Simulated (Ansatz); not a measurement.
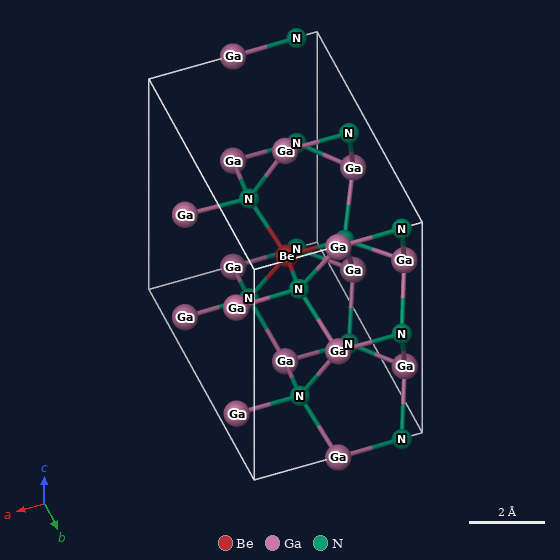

Ball-and-stick representation of a periodic structure, projected from a general direction. The lines enclose the supercell; boundary atoms appear with their images. The host is GaN, in a cell of 16 sites, and the cell is neutral.

### Which defect is modelled here, and what are its neighbours?

Beryllium on a gallium site (a substitutional impurity). It is bonded to four N in a tetrahedral arrangement at about 1.8 to 1.9 Å.

Results below were computed with DFT PBE, scalar-relativistic, plane waves, PAW (Ansatz 0.2.0); the settings were E_cut = 420 eV, k-point mesh 3×3×3, Gaussian smearing of 0.01 eV, collinear spins.

### Does the defective cell carry a moment?

No net moment.

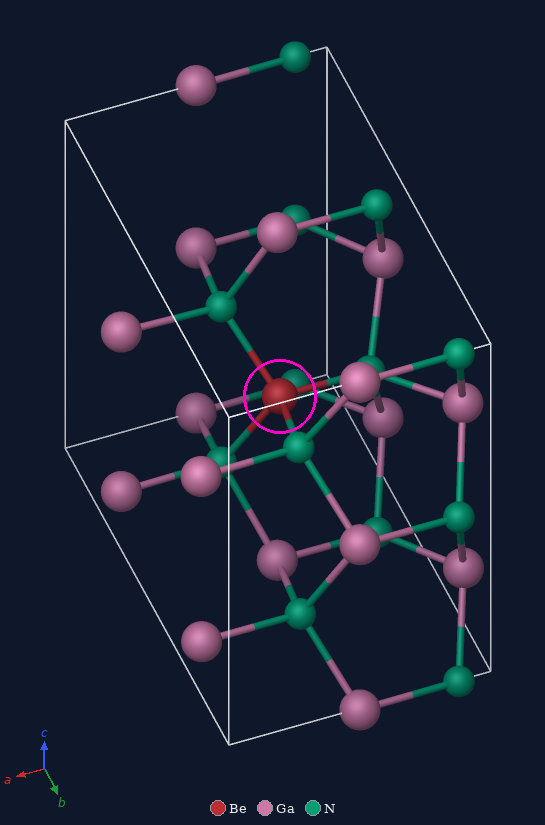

The same cell with a ring at the defect's site.

The atoms were relaxed in the host's cell with DFT PBE, scalar-relativistic, plane waves, PAW (Ansatz 0.2.0).
